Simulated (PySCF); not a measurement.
# [Ce(NH2)4]−: forces at shaken geometries

How stiff is [Ce(NH2)4]−? Its atoms are displaced at random by several amounts. It is a constructed species; whether it can be made isn't addressed.

Method: PBE0, Ce lcecp-1-SVP with ECP47, N def2-SVP, H def2-SVP; scalar-relativistic core potentials, no spin–orbit coupling; program: PySCF 2.14.0.

3 further runs of the same task are left out: 1 for a known fault of the program, 2 that didn't finish.

### Step 1. Starting geometry

13 atoms, charge -1, spin multiplicity 1.

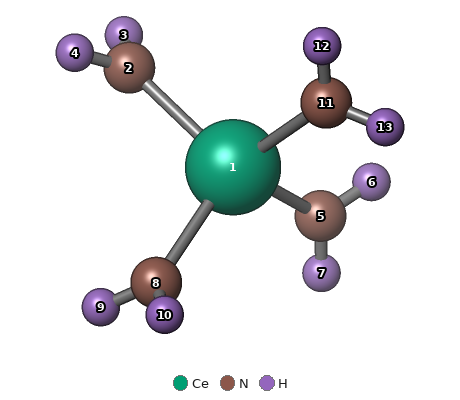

The geometry (cerium teal, nitrogen brown, hydrogen purple); atoms are numbered from 1 in the order of the file.

Coordinates:

```xyz
13
charge -1, multiplicity 1
Ce   -0.0001    0.0000    0.0000
N     1.4162    1.2942    1.3919
H     1.3923    1.4758    2.3963
H     2.2780    1.7361    1.0628
N    -1.4164   -1.3919    1.2941
H    -2.2784   -1.0629    1.7358
H    -1.3917   -2.3965    1.4763
N     1.4162   -1.2942   -1.3919
H     2.2780   -1.7361   -1.0628
H     1.3923   -1.4758   -2.3963
N    -1.4164    1.3919   -1.2941
H    -1.3917    2.3965   -1.4763
H    -2.2784    1.0629   -1.7358
```

Formal oxidation states: Ce +3. Each metal's 1 4f electrons lie in its core potential, so multiplicities, spins and levels count the valence alone. An earlier session relaxed this geometry at PBE0, Ce lcecp-1-SVP with ECP47, N def2-SVP, H def2-SVP (singlet, point group S4).

Its energy there is -255.754863 Eh.

### Step 2. Atoms moved at random, σ = 0.06 Å

run.py (the lines that set the calculation) reads:

```python
mol = gto.M(atom='''
Ce    -0.08763    -0.06701     0.04025
N      1.36026     1.32632     1.28941
H      1.35405     1.34078     2.37569
H      2.23861     1.76442     0.95402
N     -1.45043    -1.39209     1.36065
H     -2.28799    -1.04043     1.77161
H     -1.31684    -2.36584     1.40322
N      1.50387    -1.24745    -1.32405
H      2.15463    -1.79118    -1.09311
H      1.52972    -1.42898    -2.38460
N     -1.36739     1.49536    -1.23044
H     -1.30417     2.37958    -1.48669
H     -2.32668     1.02653    -1.67595''',
    basis={'Ce': 'lcecp-1-SVP', 'N': 'def2-SVP', 'H': 'def2-SVP'},
    ecp={'Ce': 'lcecp-1-SVP'},
    charge=-1, spin=0)
mf = dft.RKS(mol, xc='PBE0')
mf.grids.atom_grid = (50, 194)  # f atoms: unpruned, at least (60, 302)
mf = mf.density_fit()  # fitting sets: Ce AutoAux, N def2-universal-JKFIT, H def2-universal-JKFIT
mf.conv_tol = 1e-08; mf.max_cycle = 55
mf.kernel(dm0)  # dm0: the density of the relaxed state
```

Command:

```bash
$ OMP_NUM_THREADS=2 python run.py
```

Output:

```text
init E= -255.710162099826
  HOMO = -0.0555755745229415  LUMO = 0.112093727589958  gap/eV = 4.56251
cycle= 1 E= -255.691192475448  delta_E= 0.019  |g|= 0.119  |ddm|= 0.553
  HOMO = -0.0271482277648528  LUMO = 0.128126483585227  gap/eV = 4.22524
cycle= 2 E= -255.692187700891  delta_E= -0.000995  |g|= 0.112  |ddm|= 0.259
  HOMO = -0.0390306634842025  LUMO = 0.126163356246561  gap/eV = 4.49516
cycle= 3 E= -255.694734492214  delta_E= -0.00255  |g|= 0.0385  |ddm|= 0.133
  HOMO = -0.0361710871236791  LUMO = 0.126177377494201  gap/eV = 4.41773
cycle= 4 E= -255.695084986032  delta_E= -0.00035  |g|= 0.00507  |ddm|= 0.0399
  HOMO = -0.0365226518466321  LUMO = 0.126200867920051  gap/eV = 4.42793
cycle= 5 E= -255.695090887305  delta_E= -5.9e-06  |g|= 0.00271  |ddm|= 0.00859
  HOMO = -0.0366249424161999  LUMO = 0.126171002220531  gap/eV = 4.42990
cycle= 6 E= -255.695092565164  delta_E= -1.68e-06  |g|= 0.000943  |ddm|= 0.00336
  HOMO = -0.0365871839499302  LUMO = 0.126169096467894  gap/eV = 4.42882
cycle= 7 E= -255.695092786986  delta_E= -2.22e-07  |g|= 8.57e-05  |ddm|= 0.00106
  HOMO = -0.0365861099918774  LUMO = 0.126169109149018  gap/eV = 4.42880
cycle= 8 E= -255.695092789678  delta_E= -2.69e-09  |g|= 3.88e-05  |ddm|= 0.000201
  HOMO = -0.0365807328286171  LUMO = 0.126169729511414  gap/eV = 4.42867
Extra cycle  E= -255.695092789138  delta_E= 5.39e-10  |g|= 6.32e-05  |ddm|= 0.000101
converged SCF energy = -255.695092789138
```

Wall time 5.8 s (2 threads of AMD EPYC 9R45 (Zen 5), shared host).

Result: E = -255.695093 Eh (+1.626 eV from the relaxed state), HOMO -1.00 eV, LUMO 3.43 eV, Mulliken charge on Ce1 +0.71 e, largest force component 7.806 eV/Å. 

```tsv
atom	Fx	Fy	Fz (eV/Å)
Ce1	0.871	1.005	-0.806
N2	0.141	-0.065	2.011
H3	0.312	0.204	-2.297
H4	-0.537	-0.283	0.502
N5	0.901	1.537	-0.680
H6	-0.963	-0.302	0.592
H7	-0.392	-1.728	0.498
N8	-7.352	5.322	-4.932
H9	7.561	-6.109	3.340
H10	-0.481	0.720	1.702
N11	-3.183	-7.806	0.572
H12	0.035	5.605	-1.812
H13	3.088	1.901	1.309
```

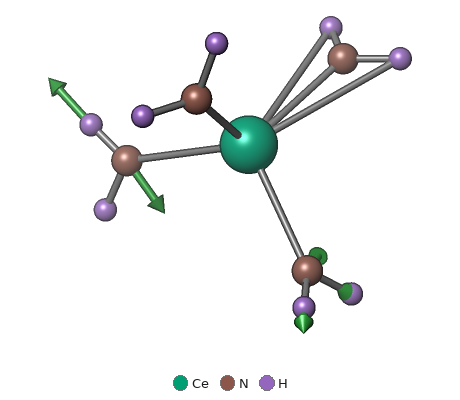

Forces as arrows, the longest for the largest force.

### Step 3. Atoms moved at random, σ = 0.03 Å

run.py (the lines that set the calculation) reads:

```python
mol = gto.M(atom='''
Ce     0.02382     0.01073     0.01460
N      1.48745     1.27181     1.40370
H      1.37946     1.46685     2.41729
H      2.31957     1.77264     1.04149
N     -1.42045    -1.43456     1.28697
H     -2.27845    -1.06542     1.75044
H     -1.41074    -2.42571     1.44856
N      1.43165    -1.29400    -1.35242
H      2.24450    -1.72377    -1.06274
H      1.38357    -1.46890    -2.44517
N     -1.46855     1.40859    -1.31218
H     -1.40890     2.35942    -1.45576
H     -2.28292     1.12231    -1.73478''',
    basis={'Ce': 'lcecp-1-SVP', 'N': 'def2-SVP', 'H': 'def2-SVP'},
    ecp={'Ce': 'lcecp-1-SVP'},
    charge=-1, spin=0)
mf = dft.RKS(mol, xc='PBE0')
mf.grids.atom_grid = (50, 194)  # f atoms: unpruned, at least (60, 302)
mf = mf.density_fit()  # fitting sets: Ce AutoAux, N def2-universal-JKFIT, H def2-universal-JKFIT
mf.conv_tol = 1e-08; mf.max_cycle = 55
mf.kernel(dm0)  # dm0: the density of the relaxed state
```

Command:

```bash
$ OMP_NUM_THREADS=2 python run.py
```

Output:

```text
init E= -255.74544168894
  HOMO = -0.0335799699441321  LUMO = 0.128511482632973  gap/eV = 4.41073
cycle= 1 E= -255.736419535254  delta_E= 0.00902  |g|= 0.0635  |ddm|= 0.234
  HOMO = -0.0395834298651087  LUMO = 0.128377807645254  gap/eV = 4.57046
cycle= 2 E= -255.736369010479  delta_E= 5.05e-05  |g|= 0.0698  |ddm|= 0.129
  HOMO = -0.0389200223252973  LUMO = 0.128171380298358  gap/eV = 4.54679
cycle= 3 E= -255.737454830117  delta_E= -0.00109  |g|= 0.0211  |ddm|= 0.0766
  HOMO = -0.0398276652016009  LUMO = 0.128253200751892  gap/eV = 4.57371
cycle= 4 E= -255.737554706639  delta_E= -9.99e-05  |g|= 0.00221  |ddm|= 0.0213
  HOMO = -0.0396532216402609  LUMO = 0.128231979809723  gap/eV = 4.56839
cycle= 5 E= -255.73755607561  delta_E= -1.37e-06  |g|= 0.00067  |ddm|= 0.00375
  HOMO = -0.0396474616583241  LUMO = 0.128238737439148  gap/eV = 4.56842
cycle= 6 E= -255.737556160381  delta_E= -8.48e-08  |g|= 0.000425  |ddm|= 0.00107
  HOMO = -0.0396553729676098  LUMO = 0.128238416553813  gap/eV = 4.56862
cycle= 7 E= -255.737556205005  delta_E= -4.46e-08  |g|= 3.3e-05  |ddm|= 0.000424
  HOMO = -0.0396611065962775  LUMO = 0.128237856726777  gap/eV = 4.56876
cycle= 8 E= -255.737556205435  delta_E= -4.29e-10  |g|= 1.27e-05  |ddm|= 8.03e-05
  HOMO = -0.0396574703305472  LUMO = 0.128238181571241  gap/eV = 4.56867
Extra cycle  E= -255.737556205402  delta_E= 3.3e-11  |g|= 1.86e-05  |ddm|= 3.2e-05
converged SCF energy = -255.737556205402
```

Wall time 5.8 s (2 threads of AMD EPYC 9R45 (Zen 5), shared host).

It gives: E = -255.737556 Eh (+0.471 eV from the relaxed state), HOMO -1.08 eV, LUMO 3.49 eV, Mulliken charge on Ce1 +0.74 e, largest force component 3.740 eV/Å. 

```tsv
atom	Fx	Fy	Fz (eV/Å)
Ce1	-0.595	0.046	-0.097
N2	-0.001	0.176	0.177
H3	0.374	0.030	-0.749
H4	-0.475	-0.237	0.534
N5	-0.338	1.365	0.023
H6	0.667	-0.396	-0.354
H7	-0.077	-0.710	0.164
N8	-2.712	0.947	-3.740
H9	2.622	-1.387	0.853
H10	0.139	0.437	2.865
N11	2.836	-2.219	2.115
H12	0.236	2.988	-0.432
H13	-2.676	-1.041	-1.361
```

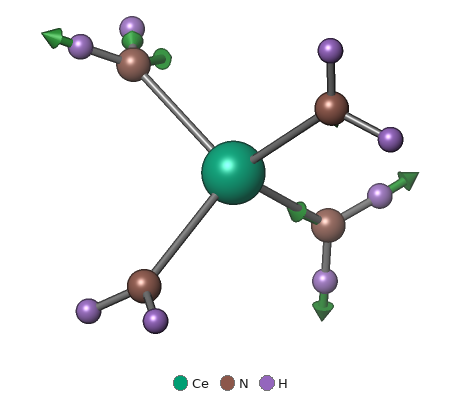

Forces as arrows, the longest for the largest force.

### Step 4. Atoms moved at random, σ = 0.1 Å

run.py (the lines that set the calculation) reads:

```python
mol = gto.M(atom='''
Ce     0.06029    -0.03803    -0.06584
N      1.22302     1.24797     1.40324
H      1.35604     1.36133     2.39129
H      2.23005     1.82621     0.88502
N     -1.43357    -1.34992     1.46159
H     -2.27540    -0.99532     1.76509
H     -1.37665    -2.32327     1.46087
N      1.49104    -1.27494    -1.37120
H      2.42970    -1.72416    -0.98674
H      1.44382    -1.50749    -2.44086
N     -1.47781     1.39364    -1.37276
H     -1.42632     2.27672    -1.35855
H     -2.24420     1.10725    -1.77115''',
    basis={'Ce': 'lcecp-1-SVP', 'N': 'def2-SVP', 'H': 'def2-SVP'},
    ecp={'Ce': 'lcecp-1-SVP'},
    charge=-1, spin=0)
mf = dft.RKS(mol, xc='PBE0')
mf.grids.atom_grid = (50, 194)  # f atoms: unpruned, at least (60, 302)
mf = mf.density_fit()  # fitting sets: Ce AutoAux, N def2-universal-JKFIT, H def2-universal-JKFIT
mf.conv_tol = 1e-08; mf.max_cycle = 55
mf.kernel(dm0)  # dm0: the density of the relaxed state
```

Command:

```bash
$ OMP_NUM_THREADS=2 python run.py
```

Output:

```text
init E= -255.666966653299
  HOMO = -0.0454134230632535  LUMO = 0.0970446521173294  gap/eV = 3.87648
cycle= 1 E= -255.659094896083  delta_E= 0.00787  |g|= 0.17  |ddm|= 0.646
  HOMO = -0.0278889443786935  LUMO = 0.128662086683821  gap/eV = 4.25997
cycle= 2 E= -255.65550531872  delta_E= 0.00359  |g|= 0.223  |ddm|= 0.395
  HOMO = -0.0322849436984219  LUMO = 0.12502588220627  gap/eV = 4.28065
cycle= 3 E= -255.667075315767  delta_E= -0.0116  |g|= 0.0498  |ddm|= 0.233
  HOMO = -0.0324592046190102  LUMO = 0.124583986339545  gap/eV = 4.27336
cycle= 4 E= -255.667660199807  delta_E= -0.000585  |g|= 0.00635  |ddm|= 0.051
  HOMO = -0.0322268791692425  LUMO = 0.124490115100322  gap/eV = 4.26449
cycle= 5 E= -255.667666439117  delta_E= -6.24e-06  |g|= 0.00462  |ddm|= 0.0105
  HOMO = -0.0324281536157004  LUMO = 0.124463529905459  gap/eV = 4.26924
cycle= 6 E= -255.66767146531  delta_E= -5.03e-06  |g|= 0.00105  |ddm|= 0.00496
  HOMO = -0.0324165365427213  LUMO = 0.124463698585764  gap/eV = 4.26893
cycle= 7 E= -255.667671754698  delta_E= -2.89e-07  |g|= 0.000169  |ddm|= 0.00127
  HOMO = -0.0324003064569301  LUMO = 0.124465386706987  gap/eV = 4.26853
cycle= 8 E= -255.667671760011  delta_E= -5.31e-09  |g|= 0.000121  |ddm|= 0.000291
  HOMO = -0.0324123921446236  LUMO = 0.124466251615168  gap/eV = 4.26889
cycle= 9 E= -255.667671763641  delta_E= -3.63e-09  |g|= 2.06e-05  |ddm|= 0.000148
  HOMO = -0.0324070942034465  LUMO = 0.124466352110254  gap/eV = 4.26874
Extra cycle  E= -255.66767176355  delta_E= 9.11e-11  |g|= 3.06e-05  |ddm|= 5.76e-05
converged SCF energy = -255.66767176355
```

Run time: 5.9 s. Hardware: 2 threads of AMD EPYC 9R45 (Zen 5), shared host.

Read off: E = -255.667672 Eh (+2.373 eV from the relaxed state), HOMO -0.88 eV, LUMO 3.39 eV, Mulliken charge on Ce1 +0.71 e, largest force component 9.278 eV/Å. 

```tsv
atom	Fx	Fy	Fz (eV/Å)
Ce1	-2.352	0.074	0.336
N2	4.204	2.493	-2.442
H3	0.266	0.245	0.779
H4	-3.841	-2.203	2.156
N5	3.713	1.873	-2.029
H6	-2.677	0.621	1.009
H7	-0.402	-2.201	0.316
N8	2.510	-1.979	-1.734
H9	-2.347	1.077	-1.250
H10	0.368	0.409	2.517
N11	5.961	-7.627	3.317
H12	0.378	9.278	0.061
H13	-5.781	-2.060	-3.036
```

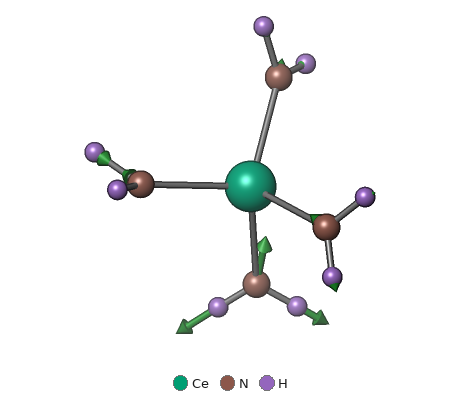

Forces as arrows, the longest for the largest force.

### Step 5. Results

| σ (Å) | energy rise (eV) | harmonic estimate −½ F·u (eV) | largest force component (eV/Å) |
| --- | --- | --- | --- |
| 0.06 | 1.626 | 1.589 | 7.81 |
| 0.03 | 0.471 | 0.476 | 3.74 |
| 0.1 | 2.373 | 2.182 | 9.28 |

Every displacement raises the energy. For a harmonic well the rise equals −½ F·u; the two differ by at most 8 % here (a move with σ = 0.1 Å), from anharmonicity, the grid and the small forces left at the relaxed point. The bases are small and lack diffuse functions. Spin–orbit coupling is left out.
